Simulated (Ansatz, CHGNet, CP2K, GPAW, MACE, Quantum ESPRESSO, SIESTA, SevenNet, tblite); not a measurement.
# SIESTA on liquid methanol at 300 K (108 atoms): settings against a plane-wave reference

How do the settings of SIESTA change the result for liquid methanol at 300 K (108 atoms)? A plane-wave run serves as the yardstick.

Program: SIESTA 5.4.2. Level of theory: the method is named at each step. Results are calculated unless marked as measured.

## (1) The starting structure

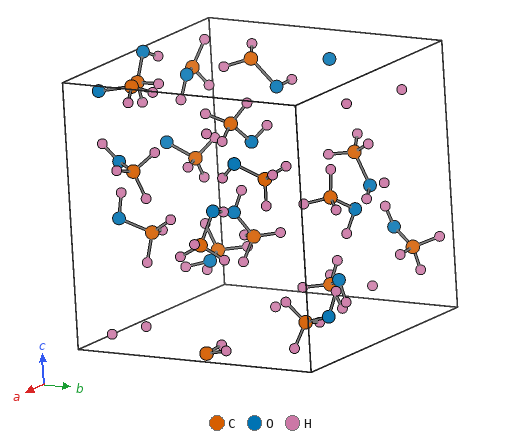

The starting structure, seen slightly off an axis (carbon orange, oxygen blue, hydrogen pink). Bonds to atoms that aren't drawn are left out. Some periodic images of atoms are drawn too.

The cell holds 108 atoms: 18 C, 18 O and 72 H. Its edges and angles: a = 10.663 Å, b = 10.663 Å, c = 10.663 Å, α = 90.0°, β = 90.0°, γ = 90.0°. 18 methanol placed at random, at 0.79 g/cm³; overlaps pushed apart, then 10 ps at 450 K with MMFF94 bonds, angles, torsions, charges and radii (Halgren, J. Comput. Chem. 17, 490 (1996)) in harmonic and 12-6 forms. Snapshot after 20 ps at 300 K and fixed volume. Then every atom was moved at random, 0.02 Å r.m.s. a Cartesian component (hydrogen 0.6 of that).

The yardstick, on the same geometry:

| Property | Result |
| --- | --- |
| method | Kohn-Sham DFT, PBE, PAW, plane waves (Ansatz 0.2.0); cutoff 420 eV, Γ point, fermi-dirac smearing of 0.05 eV; PAW set soft_2 |
| r.m.s. force component | 1.155 eV/Å |
| longest force | 5.025 eV/Å |
| pressure | 2.332 GPa |
| gap (highest filled to lowest empty level) | 4.195 eV |
| SCF cycles | 10 |
| time | 5.3 s on 8 threads of Arm Neoverse V2, shared host |
| CPU time | 37 s |

## (2) PBE, DZP, shift 0.01 Ry, mesh 500 Ry

Method: Kohn-Sham DFT, PBE, PseudoDojo 0.4.1 norm-conserving pseudopotentials (converted to PSML), numerical atomic orbitals (DZP), diagonalisation.

The .psml files are PseudoDojo norm-conserving potentials that we converted to this format, checked against plane waves on the same files for H, C, O, Si, Ge and Ca alone.

Input file input.fdf:

```
SystemLabel cell
NumberOfAtoms 108
NumberOfSpecies 3
%block ChemicalSpeciesLabel
  1 6 C
  2 8 O
  3 1 H
%endblock ChemicalSpeciesLabel
LatticeConstant 1.0 Ang
%block LatticeVectors
  10.66280 0.00000 0.00000
  0.00000 10.66280 0.00000
  0.00000 0.00000 10.66280
%endblock LatticeVectors
PAO.BasisSize DZP
PAO.EnergyShift 0.01 Ry
XC.Functional GGA
XC.Authors PBE
MeshCutoff 500 Ry
%block kgrid_Monkhorst_Pack
  1 0 0 0.0
  0 1 0 0.0
  0 0 1 0.0
%endblock kgrid_Monkhorst_Pack
SolutionMethod diagon
OccupationFunction FD
ElectronicTemperature 580 K
SCF.Mixer.Method Pulay
SCF.Mixer.Weight 0.15
SCF.Mixer.History 8
SCF.Mix Hamiltonian
MaxSCFIterations 300
SCF.DM.Tolerance 1e-04
SCF.H.Tolerance 1.0e-3 eV
WriteForces T
Write.HirshfeldPop T
Write.VoronoiPop T
Write.DM F
Write.H F
XML.Write F
AtomicCoordinatesFormat Fractional
%block AtomicCoordinatesAndAtomicSpecies
  0.37112 0.14711 0.57603 1
  0.36795 0.02490 0.62481 2
  0.46717 0.17486 0.56835 3
  0.31378 0.14273 0.49084 3
  0.32042 0.20284 0.64599 3
  0.38337 0.96401 0.55713 3
  0.19325 0.71964 0.60556 1
  0.17482 0.76650 0.47931 2
  0.26761 0.65526 0.60922 3
  0.22718 0.80365 0.65089 3
  0.11316 0.68505 0.65119 3
  0.25912 0.80321 0.45269 3
  0.55610 0.42794 0.77475 1
  0.46466 0.45396 0.68665 2
  0.64939 0.44717 0.73264 3
  0.54365 0.49549 0.85520 3
  0.56515 0.32719 0.80546 3
  0.39743 0.48177 0.73501 3
  0.24211 0.13727 0.19974 1
  0.36550 0.18047 0.19261 2
  0.23784 0.08616 0.29359 3
  0.18097 0.22582 0.20581 3
  0.22637 0.07552 0.11713 3
  0.41902 0.10832 0.17742 3
  0.75379 0.82936 0.11320 1
  0.78823 0.95284 0.15287 2
  0.65693 0.82687 0.08909 3
  0.80235 0.80603 0.02449 3
  0.77762 0.76436 0.18916 3
  0.75907 0.97211 0.24297 3
  0.52120 0.81748 0.52314 1
  0.41112 0.85004 0.45570 2
  0.54407 0.71519 0.49574 3
  0.59285 0.88509 0.49975 3
  0.50724 0.81676 0.62487 3
  0.44141 0.82638 0.36913 3
  0.89440 0.21439 0.65966 1
  0.82524 0.11099 0.67118 2
  0.88085 0.25426 0.55823 3
  0.84995 0.28324 0.72587 3
  0.99534 0.20879 0.68704 3
  0.85562 0.06281 0.74135 3
  0.39040 0.71027 0.15638 1
  0.47066 0.80040 0.20016 2
  0.35509 0.73327 0.05964 3
  0.44320 0.62404 0.15055 3
  0.31373 0.69652 0.22601 3
  0.50008 0.84477 0.12762 3
  0.51514 0.47185 0.34581 1
  0.58470 0.43850 0.45036 2
  0.47278 0.56141 0.35781 3
  0.58916 0.46933 0.26871 3
  0.45203 0.39182 0.32928 3
  0.52760 0.43926 0.51955 3
  0.15367 0.01620 0.85293 1
  0.27218 0.06662 0.85895 2
[... 48 atom lines left out ...]
  0.01559 0.95079 0.26528 3
  0.17169 0.87749 0.22931 3
  0.03582 0.87358 0.13839 3
  0.05661 0.75074 0.37154 3
%endblock AtomicCoordinatesAndAtomicSpecies
```

Command:

```sh
OMP_NUM_THREADS=1 mpirun -np 2 siesta < input.fdf > output.txt
```

The log of the run:

```text
Version         : 5.4.2
reinit: System Name:
reinit: System Label: cell
initatom: Reading input for the pseudopotentials and atomic orbitals ----------
Species number:   1 Atomic number:    6 Label: C
Species number:   2 Atomic number:    8 Label: O
Species number:   3 Atomic number:    1 Label: H
Ground state valence configuration (from tables):   2s02  2p02  3d00  4f00
Ground state valence configuration (from tables):   2s02  2p04  3d00  4f00
Ground state valence configuration (from tables):   1s01  2p00  3d00  4f00
---- Processing specs for species: C
GGA--PBE XC_GGA_X_PBE--XC_GGA_C_PBE pb
---- Processing specs for species: O
GGA--PBE XC_GGA_X_PBE--XC_GGA_C_PBE pb
---- Processing specs for species: H
GGA--PBE XC_GGA_X_PBE--XC_GGA_C_PBE pb
C pseudopotential only contains V_ls up to l=1 -- lmxkb reset.
O pseudopotential only contains V_ls up to l=2 -- lmxkb reset.
H pseudopotential only contains V_ls up to l=1 -- lmxkb reset.
Using PAO.SplitTailNorm
%block ChemicalSpeciesLabel
    1    6 C                       # Species index, atomic number, species label
    2    8 O                       # Species index, atomic number, species label
    3    1 H                       # Species index, atomic number, species label
%endblock ChemicalSpeciesLabel
%block PAO.Basis                 # Define Basis set
C                     2                    # Species label, number of l-shells
 n=2   0   2                         # n, l, Nzeta
   4.484      3.048
   1.000      1.000
 n=2   1   2 P   1                   # n, l, Nzeta, Polarization, NzetaPol
   5.436      3.692
[...]
O                     2                    # Species label, number of l-shells
 n=2   0   2                         # n, l, Nzeta
[...]
n=2   1   2 P   1                   # n, l, Nzeta, Polarization, NzetaPol
[...]
H                     1                    # Species label, number of l-shells
 n=1   0   2 P   1                   # n, l, Nzeta, Polarization, NzetaPol
   5.233      3.529
   1.000      1.000
%endblock PAO.Basis
coor:   Atomic-coordinates input format  =     Fractional
siesta: System type = bulk
initatomlists: Number of atoms, orbitals, and projectors:    108   828   738
siesta: ******************** Simulation parameters ****************************
Total number of electrons:   252.000000
Total ionic charge:   252.000000
 Kpoints in:            1 . Kpoints trimmed:            1
siesta: k-grid: Number of k-points = 1
siesta: k-points from Monkhorst-Pack grid
siesta: k-cutoff (effective) =     5.331 Ang
siesta: k-point supercell and displacements
siesta: k-grid:     1     0     0      0.000
siesta: k-grid:     0     1     0      0.000
siesta: k-grid:     0     0     1      0.000
                     ====================================
                        Single-point calculation
                     ====================================
outcell: Unit cell vectors (Ang):
       10.662800    0.000000    0.000000
        0.000000   10.662800    0.000000
        0.000000    0.000000   10.662800
outcell: Cell vector modules (Ang)   :   10.662800   10.662800   10.662800
outcell: Cell angles (23,13,12) (deg):     90.0000     90.0000     90.0000
outcell: Cell volume (Ang**3)        :   1212.3103
Gamma-point calculation with multiply-connected orbital pairs
Gamma-point calculation with multiply-connected orbital pairs
Folding of H and S implicitly performed
Folding of H and S implicitly performed
new_DM -- step:     1
Initializing Density Matrix...
Attempting to read DM from file... Failed...
DM filled with atomic data:
InitMesh: MESH = 144 x 144 x 144 = 2985984
InitMesh: Mesh cutoff (required, used) =   500.000   504.063 Ry
stepf: Fermi-Dirac step function
        iscf     Eharris(eV)        E_KS(eV)     FreeEng(eV)     dDmax    Ef(eV) dHmax(eV)
   scf:    1   -12242.017220   -12167.140405   -12167.140405  1.931617 -5.727996  5.686732
   scf:    2   -12179.454725   -12173.643334   -12173.643334  0.060027 -5.245791  3.903786
   scf:    3   -12181.448520   -12179.360912   -12179.360912  0.130178 -4.682937  0.864921
[...]
scf:   10   -12179.756598   -12179.756596   -12179.756596  0.000194 -4.644165  0.000579
   scf:   11   -12179.756596   -12179.756596   -12179.756596  0.000061 -4.644145  0.000260
SCF Convergence by DM+H criterion
max |DM_out - DM_in|         :     0.0000614717
max |H_out - H_in|      (eV) :     0.0002602773
SCF cycle converged after 11 iterations
Using DM_out to compute the final energy and forces
siesta: E_KS(eV) =           -12179.7566
siesta: E_KS - E_eggbox =    -12179.7566
siesta: Atomic forces (eV/Ang):
     1   -1.509895   -0.768612    0.292870
     2    0.054183   -1.218718    1.287770
     3    1.513894    1.039850   -0.629525
[...]
107   -0.613822   -0.421892   -3.045370
   108   -0.126208    0.045171   -0.812651
----------------------------------------
   Tot   -0.003427    0.001257    0.006938
----------------------------------------
   Max    5.458406
   Res    1.309439    sqrt( Sum f_i^2 / 3N )
----------------------------------------
   Max    5.458406    constrained
Stress tensor Voigt[x,y,z,yz,xz,xy] (kbar):      -48.58      -35.30      -26.45        8.76      -20.94       -4.26
(Free)E + p*V (eV/cell)   -12151.9292
Target enthalpy (eV/cell)   -12179.7566
siesta: Program's energy decomposition (eV):
siesta: Ebs     =     -3393.965908
siesta: Eions   =     19109.393703
siesta: Ena     =      3932.635789
siesta: Ekin    =      8583.020144
siesta: Enl     =     -1568.276765
siesta: DEna    =      -249.522096
siesta: DUscf   =        29.802041
siesta: Ex      =     -3527.861197
siesta: Ec      =      -270.160809
siesta: Exc     =     -3798.022006
siesta: Eharris =    -12179.756596
siesta: Etot    =    -12179.756596
siesta: FreeEng =    -12179.756596
siesta: Final energy (eV):
siesta:  Band Struct. =   -3393.965908
siesta:       Kinetic =    8583.020144
siesta:       Hartree =    7705.061504
siesta:         Exch. =   -3527.861197
siesta:         Corr. =    -270.160809
siesta:   Exch.-corr. =   -3798.022006
siesta:  Ion-electron =  -23046.803044
siesta:       Ion-ion =   -1623.013194
siesta:         Total =  -12179.756596
siesta:         Fermi =      -4.644145
siesta: Stress tensor (static) (eV/Ang**3):
siesta:    -0.030319   -0.002658   -0.013067
siesta:    -0.002658   -0.022032    0.005469
siesta:    -0.013067    0.005469   -0.016511
siesta: Cell volume =       1212.310286 Ang**3
siesta: Pressure (static):
siesta:                Solid            Molecule  Units
siesta:           0.00025000          0.00018510  Ry/Bohr**3
siesta:           0.02295405          0.01699479  eV/Ang**3
siesta:          36.77643643         27.22866126  kBar
    Orbital volume contribution        =          28.574221 eV
    (Free)E + p_basis*V_orbitals       =      -12151.182375 eV
    (Free)Eharris+ p_basis*V_orbitals  =      -12151.182375 eV
Hirshfeld Atomic Populations:
Atom #   charge [q] valence [e]  Species
     1    -0.014734    4.014734  C
     2    -0.133134    6.133134  O
     3     0.025523    0.974477  H
     4     0.028803    0.971197  H
     5     0.028194    0.971806  H
[...]
7    -0.026647    4.026647  C
     8    -0.139353    6.139353  O
[...]
13    -0.009809    4.009809  C
    14    -0.134696    6.134696  O
[...]
--------------------
 Total     0.000002
Voronoi Atomic Populations:
Atom #   charge [q] valence [e]  Species
[...]
97     0.067563    3.932437  C
    98    -0.161429    6.161429  O
[...]
103     0.062490    3.937510  C
   104    -0.180143    6.180143  O
[...]
107    -0.017913    1.017913  H
   108     0.064126    0.935874  H
--------------------
 Total     0.000002
```

The job ended after 67 s (2 MPI ranks of Arm Neoverse V2, shared host; peak memory 1.4 GiB).

Banners, paths, timers and routine set-up lines are dropped from the logs unmarked, and long logs keep their key lines alone; longer cuts are marked.

Compared with the plane-wave run:

| Item | Value |
| --- | --- |
| r.m.s. force component | 1.309 eV/Å |
| r.m.s. difference of force components | 348.1 meV/Å |
| longest difference of force vectors | 1214 meV/Å |
| force difference over r.m.s. force | 30.12 % |
| slope of forces against the reference's | 1.097 |
| correlation of force components | 0.9678 |
| gap (highest filled to lowest empty level) | 4.534 eV |
| gap difference | 0.3391 eV |
| pressure | 3.678 GPa |
| pressure difference | 1.346 GPa |

This run lies far from the reference in forces at the same functional.

Length of the force difference by element (eV/Å):

| element | atoms | mean | most |
| --- | --- | --- | --- |
| C | 18 | 0.57 | 0.97 |
| H | 72 | 0.61 | 1.2 |
| O | 18 | 0.39 | 0.48 |

Levels nearest the highest filled one (eV from it): -1.00, -0.96, -0.86, -0.81, -0.70, -0.67, -0.65, -0.59, -0.40, -0.36, -0.32, 0.00, 4.53, 5.10, 5.22, 5.42, 5.70, 5.75, 5.86, 5.91, 6.15, 6.22, 6.31, 6.38.

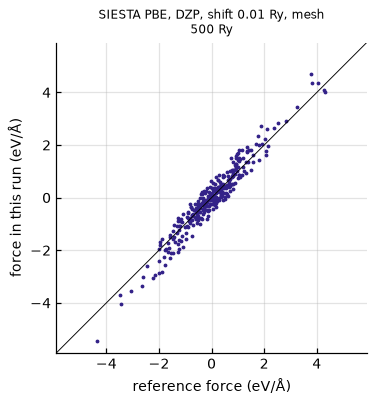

Force components against those of the reference; the line marks equality.

A closer look about C73, which bears the longest force: 9 atoms, nearest first, numbered in the order of the input, with positions taken from that point.

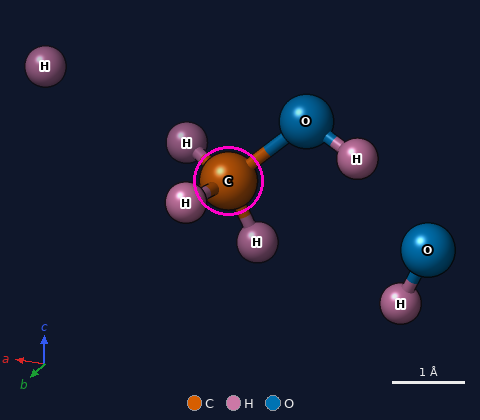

The atoms of the table, within 3.2 Å (arrows a, b, c point along x, y, z); some may hide others; the central atom is ringed.

| atom | x | y | z | distance (Å) | bonds | Hirshfeld charge (e) | Fx | Fy | Fz (eV/Å) |
| --- | --- | --- | --- | --- | --- | --- | --- | --- | --- |
| C73 | 0.00 | 0.00 | 0.00 | 0.00 | 4 | -0.03 | -2.05 | 2.90 | 4.68 |
| H75 | -0.40 | -0.08 | -0.90 | 0.99 | 1 | 0.02 | -1.63 | -1.11 | -5.46 |
| H77 | 0.85 | -0.54 | 0.22 | 1.03 | 1 | 0.02 | 2.73 | -1.78 | 0.35 |
| H76 | 0.19 | 1.10 | 0.09 | 1.12 | 1 | 0.02 | 0.48 | 0.16 | 0.22 |
| O74 | -1.04 | -0.33 | 0.95 | 1.45 | 2 | -0.17 | 4.35 | -1.33 | 2.64 |
| H78 | -1.87 | -0.19 | 0.58 | 1.97 | 1 | 0.06 | -3.54 | 0.71 | -1.94 |
| H60 | -2.69 | 0.22 | -1.34 | 3.01 | 1 | 0.09 | -0.45 | -0.53 | 0.54 |
| H72 | 2.78 | -0.04 | 1.27 | 3.06 | 1 | 0.07 | -0.10 | -0.82 | 0.53 |
| O56 | -3.13 | 0.27 | -0.43 | 3.17 | 2 | -0.11 | 2.24 | 0.91 | -0.58 |

Forces lie 30 % from the reference's, at 3.6 times its CPU time (on 2 against 8 cores).

## (3) PBE, SZ, shift 0.01 Ry, mesh 500 Ry

Method: Kohn-Sham DFT, PBE, PseudoDojo 0.4.1 norm-conserving pseudopotentials (converted to PSML), numerical atomic orbitals (SZ), diagonalisation.

Edit input.fdf of step 2 so:

```diff
@@ -14,3 +14,3 @@
 %endblock LatticeVectors
-PAO.BasisSize DZP
+PAO.BasisSize SZ
 PAO.EnergyShift 0.01 Ry
```

Command:

```sh
OMP_NUM_THREADS=1 siesta < input.fdf > output.txt
```

The log of the run:

```text
Version         : 5.4.2
reinit: System Name:
reinit: System Label: cell
initatom: Reading input for the pseudopotentials and atomic orbitals ----------
Species number:   1 Atomic number:    6 Label: C
Species number:   2 Atomic number:    8 Label: O
Species number:   3 Atomic number:    1 Label: H
Ground state valence configuration (from tables):   2s02  2p02  3d00  4f00
Ground state valence configuration (from tables):   2s02  2p04  3d00  4f00
Ground state valence configuration (from tables):   1s01  2p00  3d00  4f00
---- Processing specs for species: C
GGA--PBE XC_GGA_X_PBE--XC_GGA_C_PBE pb
---- Processing specs for species: O
GGA--PBE XC_GGA_X_PBE--XC_GGA_C_PBE pb
---- Processing specs for species: H
GGA--PBE XC_GGA_X_PBE--XC_GGA_C_PBE pb
[... lines left out ...]
Total number of electrons:   252.000000
[... lines left out ...]
stepf: Fermi-Dirac step function
        iscf     Eharris(eV)        E_KS(eV)     FreeEng(eV)     dDmax    Ef(eV) dHmax(eV)
[... lines left out ...]
SCF Convergence by DM+H criterion
[... lines left out ...]
SCF cycle converged after 10 iterations
[... lines left out ...]
   Max    9.500830
[... lines left out ...]
   Max    9.500830    constrained
Stress tensor Voigt[x,y,z,yz,xz,xy] (kbar):     -197.53     -174.21     -178.02       16.42      -16.25       -0.17
[... lines left out ...]
siesta: Etot    =    -12065.173149
siesta: FreeEng =    -12065.173149
siesta: Final energy (eV):
siesta:  Band Struct. =   -3513.538211
siesta:       Kinetic =    8389.210542
siesta:       Hartree =    7449.345124
siesta:         Exch. =   -3447.590139
siesta:         Corr. =    -271.366352
siesta:   Exch.-corr. =   -3718.956492
siesta:  Ion-electron =  -22561.759129
siesta:       Ion-ion =   -1623.013194
siesta:         Total =  -12065.173149
siesta:         Fermi =      -1.970916
siesta: Stress tensor (static) (eV/Ang**3):
siesta:    -0.123288   -0.000103   -0.010141
siesta:    -0.000103   -0.108736    0.010250
siesta:    -0.010141    0.010250   -0.111114
siesta: Cell volume =       1212.310286 Ang**3
siesta: Pressure (static):
siesta:                Solid            Molecule  Units
siesta:           0.00124575          0.00094402  Ry/Bohr**3
siesta:           0.11437943          0.08667584  eV/Ang**3
siesta:         183.25604229        138.87000135  kBar
    Orbital volume contribution        =          13.214162 eV
    (Free)E + p_basis*V_orbitals       =      -12051.958987 eV
    (Free)Eharris+ p_basis*V_orbitals  =      -12051.958988 eV
Hirshfeld Atomic Populations:
Atom #   charge [q] valence [e]  Species
     1    -0.000096    4.000096  C
     2    -0.193548    6.193548  O
     3     0.024731    0.975269  H
     4     0.026533    0.973467  H
     5     0.039387    0.960613  H
[...]
7    -0.007816    4.007816  C
     8    -0.185157    6.185157  O
[...]
13     0.004826    3.995174  C
    14    -0.186426    6.186426  O
[...]
--------------------
 Total    -0.000000
Voronoi Atomic Populations:
Atom #   charge [q] valence [e]  Species
[...]
97     0.068611    3.931389  C
    98    -0.243439    6.243439  O
[...]
103     0.075121    3.924879  C
   104    -0.262279    6.262279  O
[...]
107    -0.014402    1.014402  H
   108     0.142725    0.857275  H
--------------------
 Total    -0.000000
```

Run time: 48 s. Hardware: 1 thread; peak memory 0.65 GiB.

Numbers from this run, and their distance from the reference:

* r.m.s. force component: 3.018 eV/Å
* r.m.s. difference of force components: 2515 meV/Å
* longest difference of force vectors: 6666 meV/Å
* force difference over r.m.s. force: 217.6 %
* slope of forces against the reference's: 1.544
* correlation of force components: 0.5909
* gap (highest filled to lowest empty level): 4.655 eV
* gap difference: 0.4596 eV
* pressure: 18.33 GPa
* pressure difference: 15.99 GPa

This is a coarse setting, run to see what it loses.

Against the first run (30 %), the force difference from the reference is 218 %, at 0.36 times the CPU time (on 1 against 2 cores), with 216 basis functions against 828: the smaller basis costs accuracy.

(Continued in part 2 of 2.)

[Also dropped from logs without a mark: logging warnings of Python, and SIESTA's first energy breakdown and zero terms.]

[Logs are printed without paths, hosts, clocks, repeated set-up lines and the standing remarks that a program may print on its own settings, such as how far it seeks lower states.]

[Hosts, paths, dates, database ids (printed as entryN), source tags and the programs' standing remarks are cut or masked in the printed files.]

[The MMFF94 radii named for the starting cell were scaled by 0.96; in molecules described by MMFF94, hydrogen bound to N, O or S took a small fixed 12-6 site in their place.]
